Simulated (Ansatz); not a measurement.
Scan of CH2, triplet: map of symmetric stretch and bend. Scanned: C-H bond length and H-C-H angle.

Level of theory: CCSD on UHF/def2-SVP, frozen core run with Ansatz (an electronic-structure program).

Energy in kcal/mol above the lowest grid point; x is the C-H bond length (Å), y the H-C-H angle (°).

```csv
y \ x,0.92,0.97,1.02,1.07,1.12,1.20,1.24,1.29,1.36,1.41,1.46
180,38.0,20.0,10.2,6.7,8.0,16.9,23.7,33.5,48.9,60.6,72.5
170.18,37.6,19.5,9.6,6.0,7.2,16.1,22.8,32.5,47.9,59.5,71.3
157.58,35.9,17.5,7.5,3.7,4.6,13.1,19.7,29.2,44.3,55.7,67.3
148.24,34.5,16.0,5.7,1.7,2.4,10.6,17.0,26.4,41.2,52.5,64.0
138.40,33.8,15.0,4.5,0.2,0.7,8.6,14.8,24.0,38.6,49.8,61.2
129.92,34.3,15.2,4.5,0.0,0.3,7.8,13.9,22.9,37.4,48.4,59.8
120.41,36.5,17.2,6.1,1.4,1.4,8.6,14.5,23.3,37.5,48.4,59.6
112.22,40.3,20.6,9.3,4.3,4.1,10.8,16.5,25.1,39.0,49.7,60.7
101.42,48.3,28.1,16.3,10.9,10.2,16.4,21.7,30.0,43.4,53.8,64.5
92.12,58.2,37.6,25.3,19.4,18.3,23.8,28.8,36.7,49.6,59.6,70.0
78.18,79.1,57.7,44.6,37.8,35.9,40.1,44.6,51.7,63.6,73.0,82.8
70,95.4,73.3,59.6,52.2,49.7,53.0,57.0,63.6,74.9,83.8,93.1
```

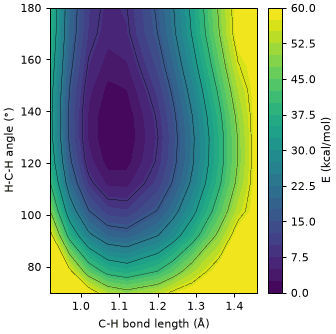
Figure. Energy surface, cut off at 60 kcal/mol.

Points that lie below all their neighbours on the grid: x = 1.07, y = 129.92 (0.0 kcal/mol).
